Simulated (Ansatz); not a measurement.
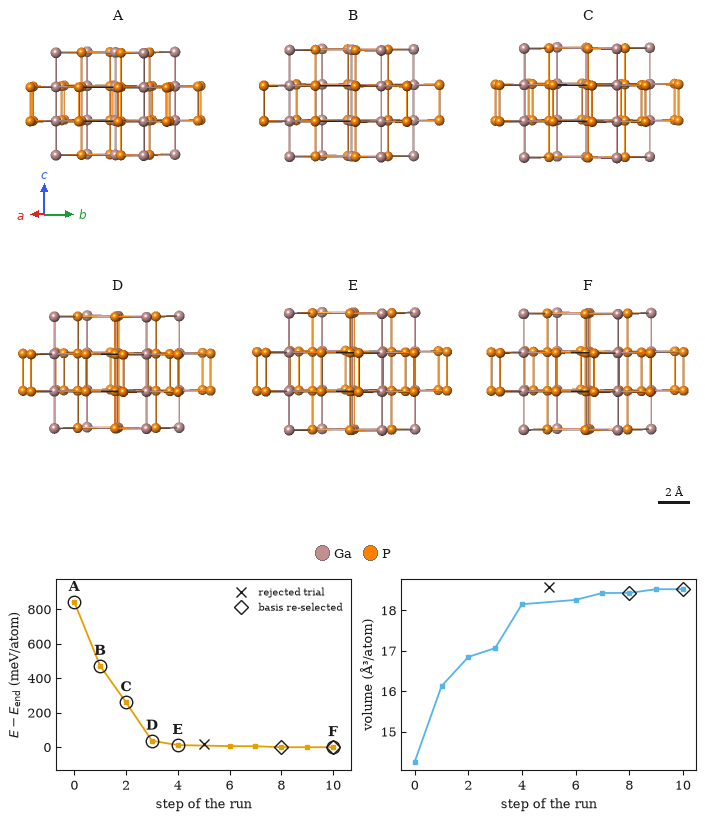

Frames of a relaxation of crystalline GaP2 (a generated structure, set up in P4/mbm) (coarse preliminary run), marked on the history of the run. A ball-and-stick model of the cell of the calculation, seen from a free direction.

All numbers below come from DFT PBE, scalar-relativistic, plane waves, PAW (Ansatz 0.2.0).

The input:
```yaml
crystal:
  lattice:
    - [6.15616071, 0.0, 0.0]
    - [0.0, 6.15616071, 0.0]
    - [0.0, 0.0, 2.25736868]
  atoms:
    - { symbol: Ga, position: [0.0, 0.0, 0.0] }
    - { symbol: Ga, position: [0.5, 0.5, 0.0] }
    - { symbol: P, position: [0.17679539, 0.32320461, 0.0] }
    - { symbol: P, position: [0.32320461, 0.82320461, 0.0] }
    - { symbol: P, position: [0.82320461, 0.67679539, 0.0] }
    - { symbol: P, position: [0.67679539, 0.17679539, 0.0] }
basis:
  ecutwfc: 420
kpoints:
  mp_grid: { grid: [4, 4, 8] }
hamiltonian:
  xc: pbe
scf:
  occupations: { method: gaussian, width: 0.1 }
  lower_state_search: "off"
output:
  forces: true
  stress: true
  eigenvalues: true
relax:
  adjacent_minimum: "off"
  f_tol: 0.04
  max_steps: 70
  cell: { stress_tol: 0.4 }
```

Launched with:
```bash
ansatz run input.yaml --threads 1 --pin off --max-ram 2560MiB --backend cpu --events-out ev --progress --plain --runs-dir out
```

### What happens along the run?

The energy falls by 843 meV per atom in 7 accepted moves (10 points after the start). The largest force component goes from 1 to 0.0005 eV/Å. Pressure: 35.84 GPa at the start and 0.05 GPa at the end. The line search rejected the trial step at point 5 of the run. The SCF was repeated twice at an unchanged geometry on a basis and grid sized afresh for the cell, which shifted the energy by 5.6 meV per atom at most. The largest moves relative to the cell, 0.58 Å, are those of P3, P4, P5 and P6. P6 goes along [−1 −1 0]. Ga stays in place. The drawn cell changes as follows: a = b 6.156 → 6.595 Å (+7.1 %), c 2.257 → 2.556 Å (+13.2 %); the volume changes by +29.9 %. Some distances before and after: P3–P5 3.078 → 2.136 Å, Ga1–P3 2.268 → 2.652 Å, P3–P3 2.257 → 2.556 Å, Ga1–Ga1 2.257 → 2.556 Å. New bonds form: P3–P5 (3.08 → 2.14 Å), P4–P6 (3.08 → 2.14 Å). Bond angles that change, for instance: Ga1–P3–Ga2 147.4° → 123.1°. The space group stays P4/mbm (No. 127). From step 0 to 1: P atoms move most (0.13 Å), volume +13.1 %, energy −371 meV per atom. From step 1 to 2: P atoms move most (0.21 Å), volume +4.5 %, energy −211 meV per atom. From step 2 to 3: P atoms move most (0.20 Å), volume +1.3 %, energy −223 meV per atom. From step 3 to 4: P atoms move most (0.03 Å), volume +6.4 %, energy −25.2 meV per atom. From step 4 to 10: volume +2.0 %, energy −12.5 meV per atom.

```tsv
step	E − E(0), meV/atom	largest force component, eV/Å	pressure, GPa	volume, Å³/atom	note
0	0.00	1.0387	35.84	14.258	
1	-371.09	0.7569	11.50	16.128	
2	-582.55	1.0558	4.79	16.850	
3	-805.61	0.1616	6.34	17.069	
4	-830.79	0.3712	1.43	18.153	
5	-824.76	0.5589	-2.29	18.568	rejected
6	-836.66	0.0001	0.31	18.261	
7	-837.51	0.0158	-0.17	18.433	
8	-843.13	0.0150	0.33	18.433	same geometry, new basis
9	-843.24	0.0005	0.05	18.525	
10	-843.25	0.0005	0.05	18.525	same geometry, new basis
```
